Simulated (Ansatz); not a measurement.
# TaNH3ClO2 (SMILES [NH]=[Ta]([OH])([OH])[Cl]) at CCSD/SBKJC-VDZ (core potential)

Aim: the vertical ionisation energy of TaNH3ClO2 at CCSD/SBKJC-VDZ (core potential), from 2 runs. 

The calculation is run with Ansatz 0.2.0.

5 further runs of the same task are left out: 2 for a known fault of the program, 2 that didn't finish, 1 set aside as unsound or not needed.

**1. The system as given**

TaNH3ClO2: 8 atoms, total charge 0, spin state singlet. As SMILES, `[NH]=[Ta]([OH])([OH])[Cl]`. The shape is that of a PBE0-D4/def2-TZVP optimisation. This is one conformer, not always the lowest.

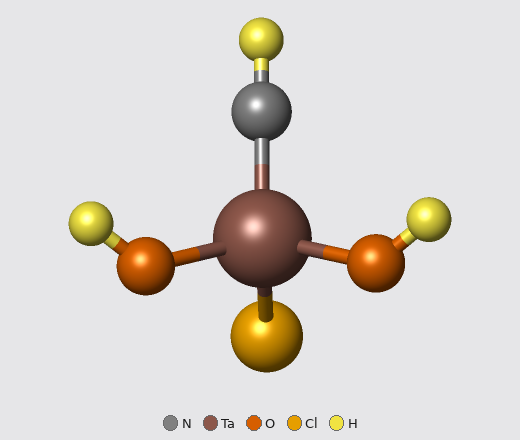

Viewed from a chosen angle; nitrogen grey, tantalum brown, oxygen orange, chlorine amber, hydrogen yellow.

**2. A single-point energy at CCSD/SBKJC-VDZ (core potential)**

in.yaml

```yaml
crystal:
  periodic: [false, false, false]
  atoms:
    - {symbol: "N", position_ang: [-0.826900, 0.881900, 0.863500]}
    - {symbol: Ta, position_ang: [0.123900, 0.078200, -0.380800]}
    - {symbol: O, position_ang: [1.873200, -0.238200, 0.288900]}
    - {symbol: O, position_ang: [-0.682100, -1.593100, -0.788300]}
    - {symbol: Cl, position_ang: [0.203700, 1.429500, -2.269700]}
    - {symbol: H, position_ang: [-1.374400, 1.364500, 1.555300]}
    - {symbol: H, position_ang: [2.263400, 0.004800, 1.128400]}
    - {symbol: H, position_ang: [-1.488700, -1.984500, -0.453200]}
basis:
  gaussian: {orbitals: SBKJC-VDZ.json}
hamiltonian: {pseudopotentials: {relativity: none}}
correlation: {method: ccsd, frozen_orbitals: {Cl: 0, H: 0, "N": 0, O: 0, Ta: 0}}
accuracy: high
output: {orbitals: {seedname: orbitals}}
```

The basis set SBKJC-VDZ is read from a file made from the Basis Set Exchange's data (not shown).

Started as:

```bash
$ ansatz run in.yaml --threads 1 --pin off --max-ram 2610MiB --events-out events.jsonl --progress --plain --runs-dir runs
```

Log, cut to the lines that bear on the results:

```text
Warning: RAYON_NUM_THREADS=1 ignored (pool sized by the plan → 1); use --threads N
Functional definition: HF
  name "HF"
[...]
1731 factors; integrals over basis functions are off by at most 2.7e-9 eV
[...]
mean field -3123.51650408 eV, -114.7871143293 hartree, gradient 1.9e-8 eV, S^2 0.000000; 0 other end points of the search recorded, 0 dependent functions left out
reference -3123.51650408 eV, -114.7871143293 hartree; 20, 20 occupied and 49, 49 virtual orbitals, 1731 factors
second order -15.73975132 eV of doubles, -0.00000000 eV of singles
cycle   1  -14.57814880 eV  change     1.2e0 eV  update   2.0e-1
[...]
cycle  21  -15.48546379 eV  change    1.3e-9 eV  update   2.5e-9
Total energy: -3139.00196787 eV, -115.3561946273 hartree
```

It took 17 s on 1 thread of Arm Neoverse V2, shared host.

**3. The doublet cation at the same level**

Edit in.yaml of step 2 so:

```diff
@@ -13,2 +13,4 @@
   gaussian: {orbitals: SBKJC-VDZ.json}
+total_charge: 1
+magnetization: {spin_polarized: true, initial_magnetization: 1}
 hamiltonian: {pseudopotentials: {relativity: none}}
```

The basis set SBKJC-VDZ is read from a file made from the Basis Set Exchange's data (not shown).

Started as:

```bash
$ ansatz run in.yaml --threads 1 --pin off --max-ram 2610MiB --events-out events.jsonl --progress --plain --runs-dir runs
```

Log, cut to the lines that bear on the results:

```text
Warning: RAYON_NUM_THREADS=1 ignored (pool sized by the plan → 1); use --threads N
[... 2 set-up lines as earlier in the session ...]
[...]
1731 factors; integrals over basis functions are off by at most 2.7e-9 eV
[...]
mean field -3114.13969247 eV, -114.4425228587 hartree, gradient 1.8e-8 eV, S^2 0.771826; 13 other end points of the search recorded, 0 dependent functions left out
determinant -3114.13969247 eV, -114.4425228587 hartree, with singles and doubles -3128.94671988 eV, -114.9866710794 hartree
determinant -3114.06127288 eV, -114.4396409920 hartree, with singles and doubles -3128.70772362 eV, -114.9778881289 hartree
determinant -3112.54218766 eV, -114.3838156397 hartree, with singles and doubles -3127.92770202 eV, -114.9492228636 hartree
determinant -3112.28246024 eV, -114.3742708329 hartree, with singles and doubles -3127.63936279 eV, -114.9386265925 hartree
determinant -3112.17931483 eV, -114.3704803091 hartree, with singles and doubles -3127.74692558 eV, -114.9425794520 hartree
determinant -3114.13969247 eV, -114.4425228587 hartree, with singles and doubles -3128.97878323 eV, -114.9878493855 hartree
determinant -3114.06127288 eV, -114.4396409920 hartree, with singles and doubles -3128.71860060 eV, -114.9782878506 hartree
reference -3114.13969247 eV, -114.4425228587 hartree; 20, 19 occupied and 49, 50 virtual orbitals, 1731 factors
second order -14.69418877 eV of doubles, -0.00000000 eV of singles
cycle   1  -14.83909321 eV  change   -2.5e-6 eV  update   2.9e-6
[...]
cycle  21  -14.83909750 eV  change   -1.1e-9 eV  update   3.9e-9
Total energy: -3128.97878998 eV, -114.9878496337 hartree
```

It took 3.6 min on 1 thread of Arm Neoverse V2, shared host; peak memory 0.81 GiB.

**4. Summary of results**

Level: CCSD/SBKJC-VDZ (core potential).

| quantity | value |
| --- | --- |
| singlet TaNH3ClO2: total energy | -115.35619 Eh |
| singlet TaNH3ClO2: HOMO energy (Hartree–Fock orbitals) | -11.40 eV |
| singlet TaNH3ClO2: LUMO energy (Hartree–Fock orbitals) | 1.81 eV |
| singlet TaNH3ClO2: HOMO–LUMO gap (Hartree–Fock orbitals) | 13.21 eV |
| singlet TaNH3ClO2: correlation energy | -569.1 mEh |
| singlet TaNH3ClO2: T1 diagnostic | 0.019 |
| doublet cation: total energy | -114.98785 Eh |
| doublet cation: HOMO energy (Hartree–Fock orbitals) (highest over α and β) | -17.88 eV |
| doublet cation: LUMO energy (Hartree–Fock orbitals) (lowest over α and β) | -8.00 eV |
| doublet cation: correlation energy | -545.3 mEh |
| doublet cation: ⟨S²⟩ of the reference determinant | 0.772 |
| doublet cation: T1 diagnostic | 0.040 |
| vertical ionisation energy (to the doublet cation) | 10.023 eV |

**Reading.** Removing an electron at fixed nuclei costs 10.02 eV (231 kcal/mol).
